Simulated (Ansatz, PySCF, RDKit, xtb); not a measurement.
# C4H6BBr: ranking a sample of isomers

A sample of isomers of C4H6BBr is drawn. Aim: find which of them has the lowest free energy at 298.15 K, then its properties. The sample is small against all isomers, and the most stable one of this formula need not be in it.

Plan: many cheap relaxations first (GFN2-xTB), then density-functional screening, relaxation at PBE0-D3(BJ)/def2-SVP, vibrations (at GFN2-xTB) and a final energy. The numbers are computed, not measured.

## 1. Possible bonding patterns

Isomers were taken from a list of plausible structures; this is a sample, not all of them. That gives 5 candidates.

```tsv
label	SMILES	spin
c014	C#CBCCBr	singlet
c658	B/C=C1/C[C@@H]1Br	singlet
c706	BC#C[C@H](C)Br	singlet
c798	B[C@H]1[C@@H]2[C@@H](Br)[C@H]12	singlet
c932	CC#CB(C)Br	singlet
```

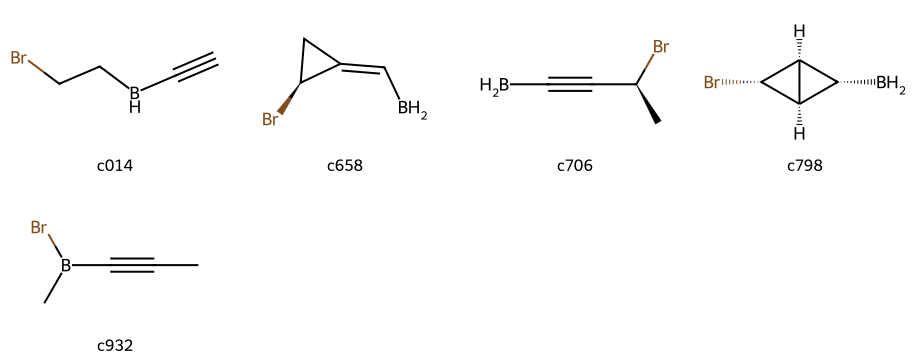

Structural formulas of the candidates.

Candidates are built by distance geometry, with a force field where one applies, in up to four conformers (letters a to d).

**Question.** With final energies at CCSD(T)/def2-SVP + MP2/def2-TZVPP - MP2/def2-SVP, which structure will this search put lowest in free energy, and by what margin?

| quantity | value |
| --- | --- |
| lowest structure found | CC#CB(C)Br, singlet |
| next finalist | C#CBCCBr, singlet, 40.9 kcal/mol higher in G |
| share at equilibrium, among the finalists | 100.0 % |
| dipole moment (PBE0/def2-SVPD) | 2.78 D |
| HOMO energy (PBE0/def2-SVPD) | -7.66 eV |
| LUMO energy (PBE0/def2-SVPD) | -1.79 eV |
| HOMO–LUMO gap (PBE0/def2-SVPD) | 5.88 eV |
| lowest excitation (TD-PBE0/def2-SVPD) | 4.21 eV (f = 0.000) |
| strongest of the states computed, same level | 5.21 eV (f = 0.165) |
| lowest triplet excitation, same level, Tamm-Dancoff | 3.91 eV |
| vertical ionisation energy | 9.59 eV |
| vertical electron affinity | 0.14 eV |
| vertical triplet less singlet | +3.99 eV |

The lowest structure found is `CC#CB(C)Br`. Among the finalists first place is clear (40.9 kcal/mol); structures outside the list aren't covered. GFN2-xTB, HF/STO-3G, r2SCAN-D4/def2-SVP, PBE0-D3(BJ)/def2-SVP, HF/def2-SVP and MP2/def2-SVP already put its bonding pattern lowest among the structures in one piece. The search is not exhaustive (a finite list of starts, one conformer a finalist), so a lower isomer can't be ruled out. Only 5 drawn patterns were tried, so whole families of isomers are missing, and the result ranks this sample alone.
